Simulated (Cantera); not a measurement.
Feed: 1 mol B, 0.34 mol H2O, held at 3.08 Torr.

Equilibrium computed with Cantera from the NASA thermochemical tables; the gas is ideal and each condensed phase is pure. Candidate condensed phases: B, B2O3, B3O3H3, H2O; 23 gas species. Mutual solubility and eutectic melting of coexisting phases are not modelled. The tables' values for BH2 are old estimates; treat these amounts as uncertain. The numbers say what is thermodynamically allowed, not how fast it happens.

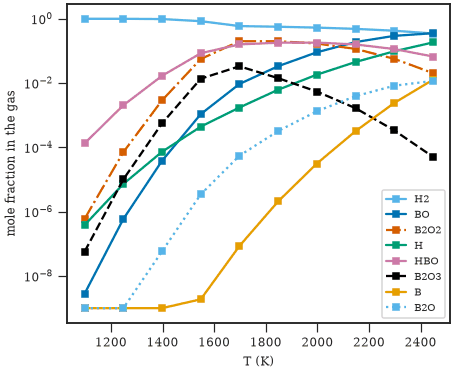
Figure: Equilibrium gas composition (values under 1e-9 drawn at 1e-9)

From 1098 K to 1548 K the condensed part is B(s) + B2O3(l). From 1698 K to 2298 K the condensed part is B(s). At 2448 K the condensed part is B(l). The main B-bearing gas is B3O3H3 at 1098 K and BO at 2448 K. The share of B in condensed phases is highest at 1098 K (100.0 %) and lowest at 2448 K (64.2 %).
